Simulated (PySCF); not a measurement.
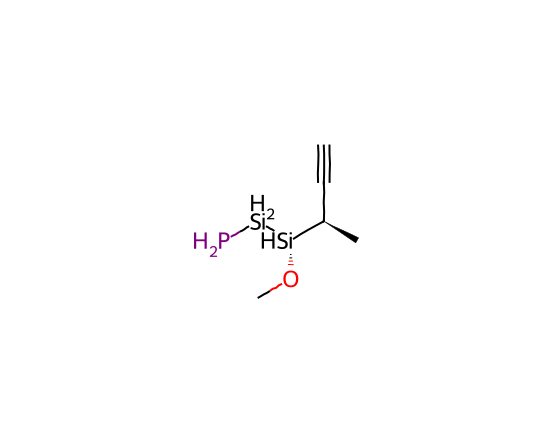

The computed structure is the end point of a GFN2-xTB optimisation. No frequency run is at hand to confirm it as a minimum. Level of theory: PBE0/pcSseg-1, gas phase (PySCF 2.14.0).

Give the HOMO energy (Kohn–Sham orbital) at this level.

Answer. −7.26 eV.

Give the LUMO energy (Kohn–Sham orbital) at this level.

Answer. −0.52 eV.

Estimate the dipole moment.

Answer. 2.46 D.

The geometry is semi-empirical. Around P, Si such bond lengths and angles can be off by a tenth of an ångström or more and by several degrees, and values that hang on the shape move with them.
